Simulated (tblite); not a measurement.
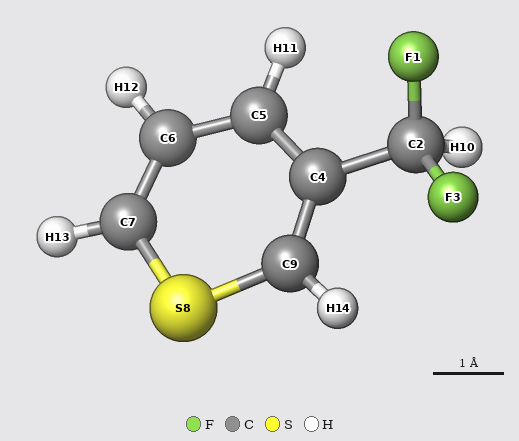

Figure 1. The structure as given in the input (ball-and-stick view, seen at a tilt; atoms are numbered from 1 in the order of the input). Bond lengths as drawn: C–C 1.38 to 1.53 Å, C–F 1.34 Å, C–H 1.08 to 1.10 Å and C–S 1.69 Å.

**Molecular dynamics of C$_{6}$H$_{5}$F$_{2}$S (charge +1)**

- system: C$_{6}$H$_{5}$F$_{2}$S, charge +1, SMILES FC(F)c1ccc[s+]c1
- method: GFN2-xTB Langevin dynamics, gas phase (tblite 0.8.0)

### Input file
```
{"job": {"kind": "md", "xc": "GFN2-xTB", "basis": "xTB", "temperature": 600, "steps": 2000, "every": 50}, "charge": 1, "multiplicity": 1}
F     -2.231764    -1.257270     1.016747
C     -2.068299    -0.143191     0.283056
F     -2.630568     0.877317     0.950994
C     -0.579624     0.111927     0.072274
C      0.240794    -0.975453    -0.236836
C      1.612348    -0.846244    -0.426138
C      2.273189     0.355064    -0.320507
S      1.528146     1.825830     0.052168
C     -0.094111     1.392052     0.222079
H     -2.608348    -0.273606    -0.671939
H     -0.210280    -1.955480    -0.314296
H      2.187445    -1.731310    -0.663032
H      3.342463     0.415852    -0.468962
H     -0.762067     2.204038     0.482228
```

The first line tells a small driver script what to run in tblite; the rest is the geometry in Å.

Hardware: 1 CPU thread, shared host.

Launch command:
```bash
OMP_NUM_THREADS=1 python <driver script> task.json out
```

### The program's output
```
t/fs     T/K      E/eV
    0.0   464.8   -751.58537
   25.0   283.5   -750.97704
   50.0   493.1   -750.98361
   75.0   540.3   -750.87721
  100.0   484.4   -750.86899
  125.0   543.0   -750.83282
  150.0   389.5   -750.27083
  175.0   615.0   -750.71046
  200.0   754.3   -750.50558
  225.0   720.5   -750.82032
  250.0   592.8   -750.08956
  275.0   743.0   -750.27412
  300.0   914.4   -750.22477
  325.0   872.8   -749.94382
  350.0  1083.1   -750.15273
  375.0   801.3   -749.09083
  400.0  1076.1   -750.36177
  425.0   785.0   -750.03027
  450.0   715.0   -749.62025
  475.0   973.9   -750.13094
  500.0   843.7   -750.53360
  525.0   630.3   -749.96779
  550.0   557.0   -749.75469
  575.0   871.6   -750.76300
  600.0   617.0   -750.28174
  625.0   658.5   -750.19526
  650.0   805.5   -750.32869
  675.0   723.8   -750.46985
  700.0   755.1   -750.19818
  725.0   763.8   -749.55910
  750.0  1070.2   -750.01615
  775.0   879.1   -749.67832
  800.0  1158.1   -749.68090
  825.0   805.6   -749.31428
  850.0  1012.2   -749.79136
  875.0  1035.8   -749.99515
  900.0  1037.2   -750.02015
  925.0   977.4   -750.16930
  950.0  1196.8   -750.02687
  975.0  1267.2   -750.03264
 1000.0  1266.2   -750.14154
```

### Trajectory as extended XYZ (Å, eV, eV/Å), 15 of the 41 frames kept, from step=0 to step=40
```
14
Properties=species:S:1:pos:R:3:forces:R:3 step=0 time_fs=0.0 energy=-751.58537 temperature=464.8
F    -2.2318   -1.2573    1.0167   -0.0010   0.0012  -0.0042
C    -2.0683   -0.1432    0.2831   -0.0003  -0.0007   0.0023
F    -2.6306    0.8773    0.9510    0.0010  -0.0035  -0.0033
C    -0.5796    0.1119    0.0723   -0.0016   0.0028  -0.0038
C     0.2408   -0.9755   -0.2368   -0.0033   0.0010  -0.0011
C     1.6123   -0.8462   -0.4261   -0.0031   0.0013  -0.0013
C     2.2732    0.3551   -0.3205    0.0005  -0.0022   0.0049
S     1.5281    1.8258    0.0522    0.0002  -0.0003  -0.0037
C    -0.0941    1.3921    0.2221    0.0020   0.0010   0.0026
H    -2.6083   -0.2736   -0.6719    0.0023  -0.0020   0.0064
H    -0.2103   -1.9555   -0.3143   -0.0029   0.0003  -0.0021
H     2.1874   -1.7313   -0.6630    0.0042   0.0032   0.0059
H     3.3425    0.4159   -0.4690    0.0004  -0.0012  -0.0044
H    -0.7621    2.2040    0.4822    0.0015  -0.0009   0.0019
14
Properties=species:S:1:pos:R:3:forces:R:3 step=3 time_fs=75.0 energy=-750.87721 temperature=540.3
F    -2.1819   -1.2282    0.8888   -0.2639  -0.6573   0.3123
C    -2.0517   -0.1646    0.1169   -0.0904   1.1029   1.0100
F    -2.6413    0.9000    0.8569    0.8213  -1.3193  -1.2651
C    -0.5254    0.0921   -0.0318   -2.0854  -0.8531  -0.1758
C     0.3078   -0.9919   -0.3494    1.1078   0.6011   0.4949
C     1.7033   -0.8567   -0.1695   -1.1006  -0.8012  -0.7594
C     2.2800    0.3945   -0.1094   -1.5186  -1.3709   0.5307
S     1.4451    1.8241    0.1187    0.5121   0.8337   0.1677
C    -0.1777    1.3599    0.3034    2.6198  -0.8430  -0.9738
H    -2.6281   -0.3177   -0.8003    0.0040   0.2060  -0.1334
H     0.0016   -1.9529   -0.7298   -0.6510   0.0774   0.3082
H     2.2842   -1.8087   -0.2263   -0.2405   1.1286  -0.0127
H     3.3037    0.3069   -0.1381    2.2033   0.8471  -0.0280
H    -0.8020    2.1707    0.4514   -1.3179   1.0479   0.5245
14
Properties=species:S:1:pos:R:3:forces:R:3 step=6 time_fs=150.0 energy=-750.27083 temperature=389.5
F    -2.3077   -1.3158    0.5587    0.4468   1.0403  -0.4493
C    -2.0592   -0.0644    0.0369   -1.3955  -0.8394   0.5116
F    -3.0241    0.7482    0.7680    2.7198  -0.9965  -1.6374
C    -0.5337    0.1987    0.0443    0.6876  -0.8910   1.7446
C     0.3612   -0.9322    0.0842   -2.8924  -0.3135  -1.3416
C     1.7069   -0.8593   -0.1658    0.3303   2.3949   0.7064
C     2.4136    0.3687   -0.0619   -2.3249  -1.3108   0.3481
S     1.6202    1.8211    0.2509   -0.0662   0.8019  -0.2219
C    -0.0274    1.4833    0.1554   -0.5887  -1.8762  -0.8824
H    -2.3476   -0.1266   -1.0507   -0.3130   0.3703   0.7141
H    -0.1642   -1.9349   -0.0417    0.8552   1.1892   0.5263
H     2.1126   -1.7969   -0.3528    1.3794  -1.0905  -0.2921
H     3.4457    0.5437   -0.0730    1.2606  -0.4053  -0.1969
H    -0.8281    2.1053   -0.1298   -0.0989   1.9266   0.4705
14
Properties=species:S:1:pos:R:3:forces:R:3 step=9 time_fs=225.0 energy=-750.82032 temperature=720.5
F    -2.4253   -1.2194    0.3852   -0.0984  -0.5764   0.0643
C    -1.9853   -0.0034    0.0315    0.1512  -1.8173   0.7024
F    -2.6392    0.8497    0.8032    0.2900   0.7760   0.8811
C    -0.4543    0.0247    0.0955   -1.8792   1.1249   0.6091
C     0.3435   -1.1103    0.1618    0.3806   0.5803  -0.1488
C     1.7029   -0.8699    0.3423    0.1319   0.9931  -0.3363
C     2.3034    0.3999    0.1753   -1.8372  -2.0819   0.4868
S     1.4787    1.8454   -0.0379    0.7704   0.5896   0.1899
C    -0.1069    1.3703    0.1642   -0.5183  -0.0670  -1.2719
H    -2.3317    0.1968   -0.9374   -0.4696   0.1521  -2.0852
H     0.0105   -2.1409    0.0035   -0.2706   0.6101   0.3518
H     2.2987   -1.7291    0.5773    0.5067  -0.0901  -0.1124
H     3.3411    0.3412    0.1850    1.5755   0.6006  -0.0195
H    -0.9262    2.1320   -0.0373    1.2668  -0.7941   0.6887
14
Properties=species:S:1:pos:R:3:forces:R:3 step=11 time_fs=275.0 energy=-750.27412 temperature=743.0
F    -2.5140   -1.4049    0.3030    1.4192   0.9717   0.0384
C    -2.0135   -0.1243    0.0446   -2.0068  -1.0392  -1.3974
F    -2.7350    0.6567    0.8748    0.8748   0.1629  -0.2371
C    -0.5069    0.0626    0.0558   -0.2188   2.4586   0.9599
C     0.3327   -0.9715    0.2649    3.7978  -0.1321  -0.3786
C     1.8205   -0.7495    0.2798   -1.8458  -0.1322  -0.0874
C     2.3663    0.5474    0.1712    3.2846  -4.3698   1.3750
S     1.5156    1.9150    0.0136    0.7801   2.8109  -0.0614
C    -0.0205    1.4298    0.0119   -1.5524  -4.0606  -0.1387
H    -2.4007    0.0316   -1.0285    0.3972   0.2646   0.9086
H    -0.1285   -1.9331    0.3467    0.3788  -0.5872   0.1422
H     2.4783   -1.6643    0.3751   -0.8603   1.2861  -0.0065
H     3.5700    0.5899    0.4016   -2.8889   0.2112  -0.9129
H    -0.7986    2.0863   -0.0439   -1.5595   2.1552  -0.2042
14
Properties=species:S:1:pos:R:3:forces:R:3 step=14 time_fs=350.0 energy=-750.15273 temperature=1083.1
F    -2.2465   -1.5054    0.1642    0.6918   0.8754  -0.2924
C    -1.9384   -0.2083   -0.2649   -2.5223  -1.5455   2.1455
F    -2.8506    0.5546    0.4053    0.4270   0.2872   0.2238
C    -0.5697    0.1613    0.1119    2.1782  -0.8894  -0.0490
C     0.4007   -0.8245    0.3357    0.7047  -1.8102   0.4798
C     1.8354   -0.6501    0.5648   -4.1072  -2.3892  -1.7315
C     2.3764    0.5295    0.3787   -2.8743   1.4355   0.4400
S     1.4362    1.9211    0.2549    0.4593   1.9419  -0.2248
C    -0.1511    1.4771    0.0616    0.0304  -0.9508  -0.9520
H    -2.3439   -0.1871   -1.2412    0.4210   0.1442  -1.8027
H     0.1097   -1.9202    0.2799    0.0027   1.4384   0.1781
H     2.3651   -1.5540    0.4046    0.6799  -0.6167   0.6566
H     3.3167    0.7055    0.6023    4.5060   0.8873   0.5098
H    -0.7577    2.0990   -0.5479   -0.5970   1.1919   0.4188
14
Properties=species:S:1:pos:R:3:forces:R:3 step=17 time_fs=425.0 energy=-750.03027 temperature=785.0
F    -2.1764   -1.4609   -0.0813   -0.9009  -1.2073   1.2080
C    -1.8577   -0.2557   -0.4241    0.9305   1.0962  -4.0492
F    -2.7154    0.6916   -0.1179   -1.4666   0.2121   0.3002
C    -0.5211    0.2112   -0.0100    1.7869  -0.7294   1.2858
C     0.3500   -0.8907    0.3935   -1.9647  -0.1841  -1.0832
C     1.6193   -0.7748    0.9209   -1.1272   0.3266  -1.6781
C     2.1514    0.4815    1.0140   -1.1872  -0.1853  -0.1063
S     1.4525    1.8687    0.4264   -0.1552   1.6882   0.3176
C    -0.1558    1.5595   -0.0314    0.1811   0.2659  -1.3822
H    -1.7682   -0.3390   -1.6329   -0.4855   0.4370   1.5664
H    -0.1262   -1.9229    0.1948    0.9805   1.6066   0.5049
H     2.2240   -1.6309    0.8451    0.6668  -0.9312   1.0046
H     2.9673    0.6561    1.6134    2.1497   0.3494   0.7242
H    -0.6319    2.5505   -0.5576    0.5918  -2.7448   1.3872
14
Properties=species:S:1:pos:R:3:forces:R:3 step=20 time_fs=500.0 energy=-750.53360 temperature=843.7
F    -2.4946   -1.3370   -0.0640    0.7673   0.9980   0.1998
C    -1.8441   -0.2432   -0.5071    1.1771   0.4139  -2.0382
F    -2.6323    0.8394   -0.5083   -0.3551  -0.2626   0.2868
C    -0.4475    0.1726    0.1283   -3.0344   0.1415  -1.5359
C     0.3492   -0.8819    0.3932    1.1886  -2.8616  -0.1968
C     1.7157   -0.8512    0.6415    0.0908   1.2387  -0.4749
C     2.2556    0.3814    0.9965   -1.5701  -0.5680  -0.3236
S     1.4182    1.8315    0.7532    0.7981   0.9885   0.0904
C    -0.0325    1.4655   -0.0440    0.7937  -0.5906   1.2769
H    -1.5622   -0.4305   -1.6534   -0.6022   0.0605   1.6333
H    -0.1205   -1.8595    0.2272    0.2638   0.1648   0.3134
H     2.4174   -1.6263    0.3770   -0.3265  -0.5190   0.6388
H     3.1480    0.3767    1.5484    1.1368   0.5206   0.2602
H    -0.5853    2.2737   -0.4619   -0.3277   0.2754  -0.1303
14
Properties=species:S:1:pos:R:3:forces:R:3 step=23 time_fs=575.0 energy=-750.76300 temperature=871.6
F    -2.5737   -1.1810    0.1277    1.2136   1.8128  -0.6990
C    -1.7982   -0.1430   -0.5998   -1.7395  -1.7564   2.0089
F    -2.5217    0.9621   -0.6188   -0.2764   0.1155   0.1609
C    -0.4763    0.0786    0.1217   -1.6428   2.2222  -1.0335
C     0.3366   -0.9747    0.3747   -1.0128  -1.2529  -0.1497
C     1.6112   -0.9041    0.8499    1.8427   0.6136  -0.2941
C     2.3353    0.2694    0.7907   -1.6399   1.1203   0.5332
S     1.4806    1.7894    0.5625    0.4930  -0.2989   0.5495
C    -0.1674    1.4214    0.3716    1.0659  -0.5412  -0.4469
H    -1.8555   -0.5910   -1.5762    0.7550  -0.1000  -0.7904
H    -0.1898   -1.8994    0.1963    0.4219  -0.5786   0.1375
H     2.1453   -1.8044    1.0494    0.2353  -0.5256   0.3067
H     3.3579    0.4274    1.1069   -0.0656  -0.2522  -0.3147
H    -0.8573    2.2730    0.2779    0.3496  -0.5785   0.0316
14
Properties=species:S:1:pos:R:3:forces:R:3 step=26 time_fs=650.0 energy=-750.32869 temperature=805.5
F    -2.3279   -1.2011    0.2483   -0.1645   1.5404  -1.0273
C    -1.8715   -0.2254   -0.6307   -0.5516   0.1569  -0.0687
F    -2.6450    0.9833   -0.5217    1.4953  -2.4985  -0.0557
C    -0.3846    0.0020   -0.2911   -1.7849   2.8810   1.7081
C     0.1534   -0.9883    0.5318    1.9195   1.5895  -0.8259
C     1.4232   -0.7833    1.1030    0.0647  -0.9696   1.5493
C     2.1390    0.3613    1.2821   -2.2332   0.5140  -2.5993
S     1.5580    1.7734    0.4481   -0.1124   0.4536   0.4984
C     0.0311    1.4079   -0.2276    0.6207  -2.6726   0.7663
H    -1.9593   -0.6534   -1.6661   -0.3762   0.4990   0.5670
H    -0.3344   -1.8908    0.8011   -0.3810  -0.5670  -0.3608
H     1.7920   -1.6064    1.7079   -0.0151  -0.2302  -0.0432
H     3.0116    0.4574    1.8364    1.2331   0.1348   0.6152
H    -0.6094    2.3007   -0.3113    0.2855  -0.8313  -0.7235
14
Properties=species:S:1:pos:R:3:forces:R:3 step=29 time_fs=725.0 energy=-749.55910 temperature=763.8
F    -2.5905   -1.2256   -0.1010    0.8812   0.1164  -0.9689
C    -1.8737   -0.2434   -0.7007   -1.3692   1.4564   2.7554
F    -2.7122    0.8739   -0.5140    0.8648  -0.6223  -0.2560
C    -0.5848    0.0599    0.1195    1.2429  -1.1177  -0.7847
C     0.1240   -0.8706    0.9690    2.3886   2.0778  -1.9401
C     1.4906   -0.5360    1.3039   -0.0163  -4.8411   2.5636
C     2.2580    0.5713    1.3403    1.1517   1.1394   1.0073
S     1.6591    1.7323    0.3345   -0.7264   1.7082  -1.4864
C     0.1959    1.0844   -0.3482    0.2822   2.2362  -0.6993
H    -1.7538   -0.2671   -1.7763    0.1627  -0.7477  -0.2607
H    -0.0357   -1.9070    0.8174   -0.7765  -0.6491   0.7573
H     2.1253   -1.4232    1.7714   -1.6467   1.1952  -0.7320
H     3.2730    0.8086    1.9187   -2.2111  -0.8551  -1.3176
H    -0.0326    1.7658   -1.2409   -0.2278  -1.0968   1.3621
14
Properties=species:S:1:pos:R:3:forces:R:3 step=31 time_fs=775.0 energy=-749.67832 temperature=879.1
F    -2.4673   -1.0122   -0.0182   -0.9185  -3.6898   0.0282
C    -1.7727   -0.2127   -0.7984   -0.1819  -0.5709   1.2245
F    -2.3107    0.8649   -0.3166   -2.2787   4.6614  -1.0936
C    -0.4698   -0.0588   -0.1573    2.3329   1.9648  -0.8366
C     0.0325   -0.8986    0.7543   -1.2861  -3.0327   1.3109
C     1.1519   -0.6643    1.4467    2.1394   0.4027   0.2122
C     1.9579    0.4200    1.2117   -0.9330  -1.3970   0.3792
S     1.6158    1.7326    0.3252   -0.5846   1.1073  -0.5478
C     0.1353    1.1921   -0.2194   -0.7730   1.3135  -2.0668
H    -1.8470   -0.4214   -1.8531   -0.3210   0.0864  -0.4431
H    -0.3977   -1.8408    1.0708   -0.6915  -0.0914  -0.6801
H     1.5801   -1.4854    1.9689    0.1674  -0.2698   0.8148
H     2.9004    0.2591    1.5077    3.4665   0.1358   1.4399
H    -0.3047    1.9880   -0.8516   -0.1379  -0.6203   0.2583
14
Properties=species:S:1:pos:R:3:forces:R:3 step=34 time_fs=850.0 energy=-749.79136 temperature=1012.2
F    -2.5501   -0.9295   -0.0008    0.2865  -0.0334   1.1578
C    -1.8999    0.0118   -0.6738   -0.4746  -0.1216  -3.0406
F    -2.7063    1.1671   -0.5764    2.1038  -1.4175   0.0652
C    -0.3365    0.0651   -0.3257   -1.9349   2.0262   0.5850
C     0.1034   -0.9302    0.5068   -2.3815  -2.5056   0.4795
C     1.1552   -0.8831    1.3683   -0.3147  -0.3641   0.3793
C     1.7520    0.3208    1.5531    2.7033  -1.7691   5.3249
S     1.8478    1.5067    0.5320   -0.6572   3.2782  -2.8681
C     0.4735    1.1773   -0.4221   -0.3497   0.6520  -1.0025
H    -2.0567   -0.4293   -1.7720    0.6044   1.3480   1.1933
H    -0.6624   -1.7286    0.7332    1.1114   0.2946  -0.6656
H     1.3027   -1.7366    1.9887    0.2342  -0.1931   0.5726
H     2.3119    0.5813    2.5626   -0.6504  -0.9998  -1.8188
H     0.2597    2.0473   -1.0287   -0.2806  -0.1947  -0.3619
14
Properties=species:S:1:pos:R:3:forces:R:3 step=37 time_fs=925.0 energy=-750.16930 temperature=977.4
F    -2.8112   -0.7272   -0.2823    2.0158   1.1427  -0.8588
C    -1.7608    0.0657   -0.7710   -1.3383   0.7468  -1.5421
F    -2.1989    1.3606   -0.8034   -0.5715  -0.4330   0.0873
C    -0.5022    0.0958    0.0969   -2.3594   2.6702  -3.2352
C    -0.0880   -1.0247    0.6059    2.1317  -3.0337   2.7157
C     1.1762   -1.1380    1.1915    2.2706  -0.8979   0.5026
C     2.1691   -0.1448    1.1761   -1.0016   0.5411   1.6876
S     1.6923    1.5358    0.7126    1.9876  -2.0148   0.9508
C     0.2091    1.2693    0.0871   -0.8811   2.4366  -1.5021
H    -1.5589   -0.1082   -1.9814   -0.3486  -0.4262   2.6511
H    -0.7664   -1.8133    0.7750   -0.5922  -1.0086  -0.2358
H     1.4341   -2.1833    1.6042   -0.1577   1.7491  -0.5404
H     3.1062   -0.2314    1.8481   -1.4402   0.1167  -1.5861
H    -0.1890    2.2252   -0.4352    0.2851  -1.5890   0.9053
14
Properties=species:S:1:pos:R:3:forces:R:3 step=40 time_fs=1000.0 energy=-750.14154 temperature=1266.2
F    -2.7016   -0.4061   -0.1109   -1.0355  -0.2168  -0.0214
C    -1.8349    0.1898   -0.9032    2.2643   0.5191   1.4518
F    -2.1614    1.3952   -1.2650   -1.1940   2.3242   0.4505
C    -0.5040    0.1945   -0.1074    0.6833   1.8566   0.6911
C     0.1419   -1.0151   -0.0332    0.1037   0.4324   1.1228
C     1.2247   -1.2960    0.7606    3.4597  -1.0725   0.1116
C     2.0667   -0.3255    1.2345   -4.4114   2.3390  -1.0651
S     1.5879    1.3544    1.2619    0.3582  -1.2218   0.0113
C     0.0842    1.3055    0.5387   -1.1266   2.1422  -0.8816
H    -1.6399   -0.2148   -1.8414    0.0595  -2.2456  -1.7265
H    -0.2608   -1.7857   -0.5649   -1.0896  -2.0725  -1.2560
H     1.8293   -2.2721    0.8228   -1.7665   0.8285  -0.3575
H     2.9847   -0.3901    1.5795    3.9359  -0.9607   1.6809
H    -0.2373    2.4581    0.5022   -0.2411  -2.6522  -0.2119
```

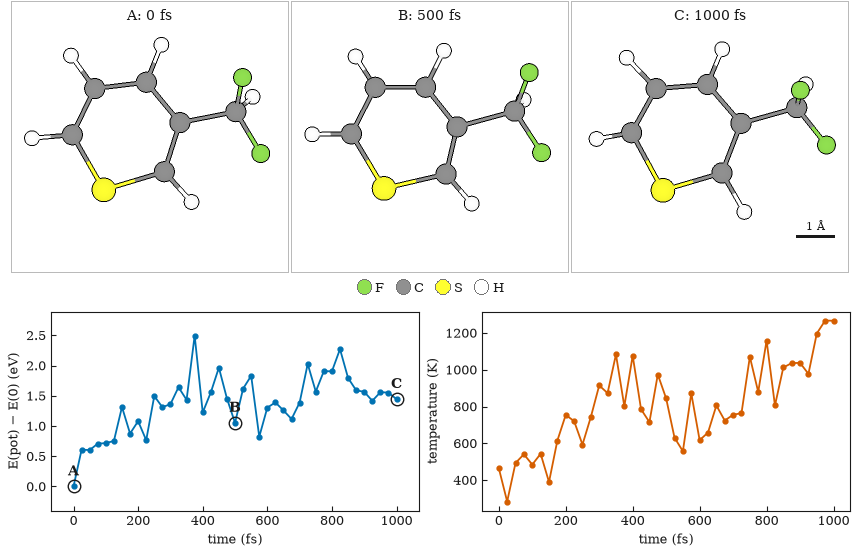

Figure 2. Frames of the molecular dynamics (ball-and-stick, seen on its broad side) above the curves, on which the letters mark them. The trajectory kept here has 41 frames over 1000 fs. The temperature starts at 465 K, ranges from 284 to 1267 K and averages 902 K over the second half. The potential energy ends 1.444 eV above its first value. After an unweighted best fit of the last frame on the first, the root-mean-square displacement is 0.30 Å, and F3 has moved furthest (0.66 Å).

### Results in brief

```csv
quantity,value
outcome,finished
mean temperature over the second half,902 K
trajectory,"41 frames kept, 1000 fs"
wall time,42 s
peak memory,0.19 GiB
```
